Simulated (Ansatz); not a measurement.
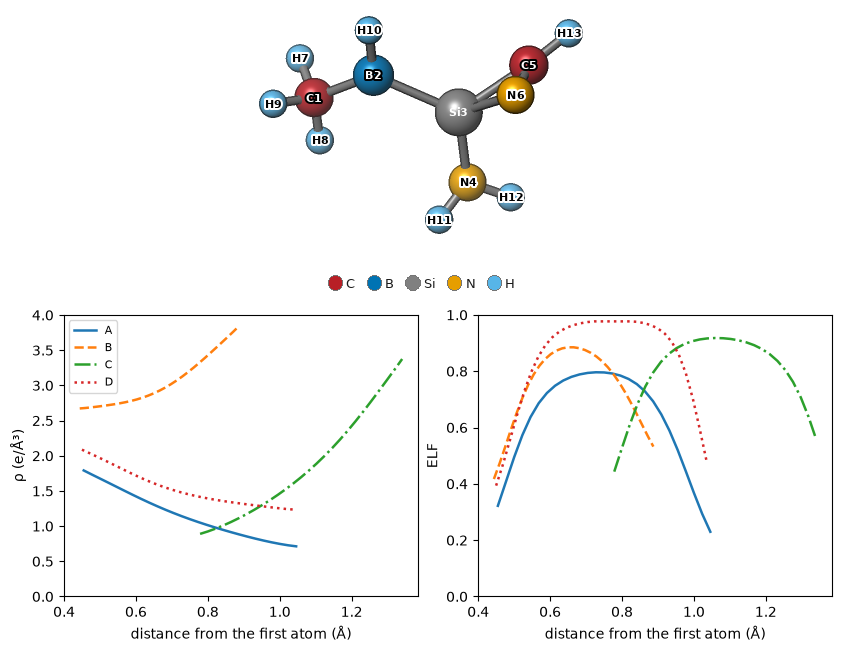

The picture shows: C$_{2}$H$_{7}$BN$_{2}$Si. Electron density and electron localisation function along straight lines between neighbouring atoms. The curves leave out the atomic cores. The structure is drawn too.

All numbers below come from Ansatz 0.2.0, RKS B3LYP/def2-SVP.

The calculation's input:

```
crystal:
  periodic: [false, false, false]
  atoms:
    - { symbol: C, position_ang: [-0.2395, -2.0432, 0.6463] }
    - { symbol: B, position_ang: [0.2342, -0.5525, 1.0083] }
    - { symbol: Si, position_ang: [-0.0555, 0.9281, -0.2364] }
    - { symbol: "N", position_ang: [0.7088, 0.8142, -1.8849] }
    - { symbol: C, position_ang: [-0.8549, 2.3286, 0.155] }
    - { symbol: "N", position_ang: [0.502, 2.3637, 0.483] }
    - { symbol: H, position_ang: [-1.3625, -1.9688, 0.507] }
    - { symbol: H, position_ang: [0.2272, -2.3165, -0.3164] }
    - { symbol: H, position_ang: [-0.0285, -2.6919, 1.4894] }
    - { symbol: H, position_ang: [0.8247, -0.3725, 2.0441] }
    - { symbol: H, position_ang: [1.6551, 0.6625, -1.7653] }
    - { symbol: H, position_ang: [0.2672, -0.0675, -2.2751] }
    - { symbol: H, position_ang: [-1.858, 2.8811, 0.1597] }
basis:
  gaussian: { orbitals: def2-SVP }
hamiltonian:
  xc: b3lyp
relax:
  f_tol: 0.015
  max_steps: 40
output:
  orbitals: {}
```

Command:

```sh
ansatz run input.yaml --threads 2 --pin off --max-ram 3072MiB --backend cpu --events-out ev --progress --plain --runs-dir out
```

The fields are those of the run's last geometry, not of the input's.

Which curve belongs to which contact (C–B, C–N, C–Si and Si–N)? The first atom named is at distance zero.

Curve A: C–Si (1.82 Å): ρ is about 0.85 e/Å³ halfway; the ELF peaks at about 0.80 between the atoms, as expected for a covalent bond. Curve B: C–N (1.27 Å): ρ at the midpoint is about 2.9 e/Å³; the ELF peaks at about 0.90 between the atoms: a multiple bond. Curve C: Si–N (1.73 Å): ρ is about 1.1 e/Å³ halfway; the ELF peaks at about 0.90 between the atoms (a shared but strongly polarised pair). Curve D: C–B (1.56 Å): ρ is about 1.4 e/Å³ halfway; the ELF peaks at about 1 between the atoms (localised, covalent bonding).
